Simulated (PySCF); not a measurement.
**C₄H₇BO₂Si: electronic excitations**

Aim: predict the electronic excitations of C₄H₇BO₂Si (`BC1=CC=CO[SiH2]O1`).

Programs: PySCF 2.14.0, with density-fitted response routines of our own. Each step states its level of theory. These are calculated values for one molecule in the gas phase, unless marked as measured. Atoms are numbered from 0 throughout.

## Step 1: The starting structure

15 atoms, charge 0, multiplicity 1; geometry from: GFN2-xTB.

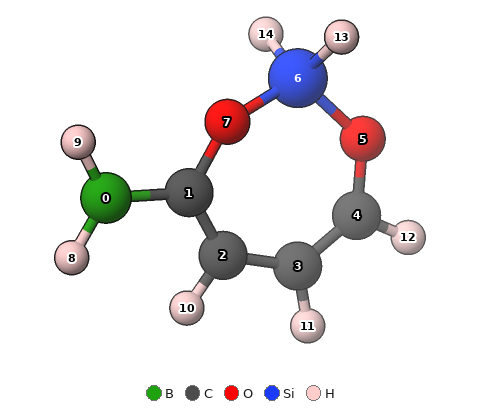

The starting geometry (boron green, carbon dark grey, oxygen red, silicon blue, hydrogen pink), atoms numbered; sticks join atoms by distance.

## Step 2: Ultraviolet spectrum: PBE0/def2-SVPD

Job settings and geometry (Å):

```
{"job": {"kind": "uv", "xc": "PBE0", "basis": "def2-SVPD", "nstates": 8, "ntriplets": 3}, "charge": 0, "multiplicity": 1}
B      2.667598    -0.349452     0.045058
C      1.148246    -0.129716     0.093639
C      0.579155     1.036857    -0.321997
C     -0.780474     1.489757    -0.399194
C     -1.952121     0.870423    -0.161801
O     -2.184394    -0.377197     0.236364
Si    -1.131823    -1.620897     0.462578
O      0.403445    -1.162308     0.605790
H      3.361521     0.514012    -0.323424
H      3.112126    -1.375605     0.379354
H      1.292537     1.775285    -0.662552
H     -0.879399     2.517490    -0.725109
H     -2.875084     1.426440    -0.297487
H     -1.476334    -2.150181     1.766009
H     -1.289413    -2.456918    -0.719141
```

With the program's defaults for keys left out, this is: TDDFT PBE0/def2-SVPD, vertical, gas phase, core orbitals frozen in the response.

Command:

```bash
> OMP_NUM_THREADS=1 python probes_run.py task.json out
```

The driver reads the jobs from task.json and runs them one after another.

The program printed:

```text
coarse grid: 13568 points
cycle   1  E = -620.4049843909  dE =  1.295e+00  |g| = 7.582e-01  |ddm| = 1.054e+01
cycle   2  E = -620.2558945002  dE =  1.491e-01  |g| = 1.161e+00  |ddm| = 4.147e+00
cycle   3  E = -620.5118115473  dE = -2.559e-01  |g| = 1.625e-01  |ddm| = 2.645e+00
cycle   4  E = -620.5170864589  dE = -5.275e-03  |g| = 7.413e-02  |ddm| = 5.332e-01
cycle   5  E = -620.5183866435  dE = -1.300e-03  |g| = 1.964e-02  |ddm| = 1.841e-01
cycle   6  E = -620.5184926765  dE = -1.060e-04  |g| = 5.599e-03  |ddm| = 6.412e-02
cycle   7  E = -620.5184996583  dE = -6.982e-06  |g| = 2.305e-03  |ddm| = 1.843e-02
final grid: 127992 points
cycle   8  E = -620.6140267361  dE = -1.780e-05  |g| = 1.248e-02  |ddm| = 2.241e-01
cycle   9  E = -620.6139577220  dE =  6.901e-05  |g| = 2.165e-02  |ddm| = 1.069e-01
cycle  10  E = -620.6140594403  dE = -1.017e-04  |g| = 1.842e-03  |ddm| = 6.429e-02
cycle  11  E = -620.6140603218  dE = -8.815e-07  |g| = 3.207e-04  |ddm| = 5.288e-03
cycle  12  E = -620.6140603428  dE = -2.106e-08  |g| = 9.449e-05  |ddm| = 9.254e-04
cycle  13  E = -620.6140603447  dE = -1.811e-09  |g| = 3.887e-05  |ddm| = 4.654e-04
cycle  14  E = -620.6140603450  dE = -3.206e-10  |g| = 1.277e-05  |ddm| = 1.300e-04
converged SCF energy = -620.6140603450

Static polarisability (au): isotropic 99.023, principal 62.161 98.219 136.688

Singlet excitations
state   eV       nm        f      main configurations
  1   3.8166    324.9   0.33496   H->L 0.98
  2   5.1483    240.8   0.00643   H-2->L 0.93
  3   5.3905    230.0   0.05988   H-1->L 0.84
  4   5.4888    225.9   0.00095   H-3->L 0.95
  5   5.5054    225.2   0.00385   H->L+1 0.79, H->L+2 0.14
  6   5.9975    206.7   0.00292   H->L+3 0.76, H->L+2 0.20
  7   6.0996    203.3   0.01013   H->L+2 0.57, H->L+3 0.22
  8   6.2899    197.1   0.00021   H-4->L 0.90

Triplet excitations (Tamm-Dancoff, eV): 2.1389 4.2574 4.7577
```

Run time: 75 s. Hardware: 1 thread of Arm Neoverse N1, shared host; peak memory 0.9 GiB.

Frontier orbitals and where they lie:

| orbital | eV | atoms |
| --- | --- | --- |
| HOMO−3 | -9.35 | B0 41 %, H9 26 %, H8 13 % |
| HOMO−2 | -8.95 | O7 34 %, B0 16 %, C1 15 % |
| HOMO−1 | -8.49 | C3 18 %, C2 17 %, O7 16 % |
| HOMO | -6.49 | C1 20 %, C3 16 %, C4 16 % |
| LUMO | -2.26 | B0 27 %, C2 17 %, C1 15 % |
| LUMO+1 | 0.14 | Si6 21 %, B0 13 %, C3 10 % |
| LUMO+2 | 0.42 | B0 19 %, C4 13 %, C3 13 % |

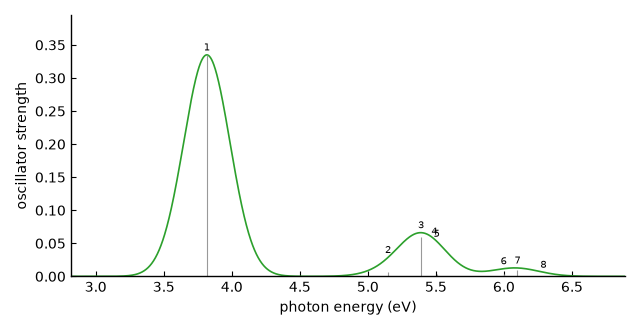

Absorption spectrum from the 8 singlet states computed; above the last one it falls off for lack of states. Lines are broadened to a width of 0.40 eV (Gaussian).

Further results of this job:

| property | computed |
| --- | --- |
| dipole moment (D) | 2.04 |
| polarisability (Å³) | 14.67 |
| HOMO–LUMO gap (eV) | 4.23 |
| −ε(HOMO) (eV) | 6.49 |

## Step 3: Summary of results

| quantity | value |
| --- | --- |
| lowest singlet (PBE0/def2-SVPD) | 3.82 eV (325 nm), f = 0.335 |
| lowest triplet | 2.14 eV |

What this shows: The lowest singlet, at 3.82 eV, is HOMO→LUMO 0.98 and is bright. The lowest triplet lies 1.68 eV below the lowest singlet (triplets in Tamm-Dancoff, singlets in full TDDFT).
